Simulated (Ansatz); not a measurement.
The reference is ZrS2 in the CdI2 type structure (space group P-3m1, No. 164; a = 3.674 Å, c = 5.861 Å; layered, stacked along the Cartesian z axis).

The change: hole doping at 7.0×10^21 cm⁻³ (0.480 per cell), with a uniform compensating background at fixed cell and a 300 K Fermi–Dirac width.

Method: Ansatz (a first-principles code), r2SCAN+rVV10, PAW, cutoff 500 eV, scalar-relativistic without spin-orbit coupling.

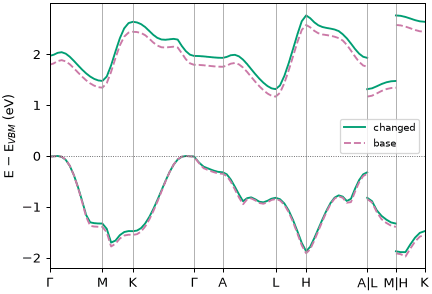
*Highest valence and lowest conduction band along the path, each from its own valence-band maximum*

Q: Read the changed gap and its character from the plot.

A: About 1.3 eV, indirect, K–Γ (87 % along) → L.

Charged cell with a jellium background: band edges are those of the host's band count, energies are not comparable with the neutral cell, and many-body gap narrowing is missing. No phonon test of stability was made.
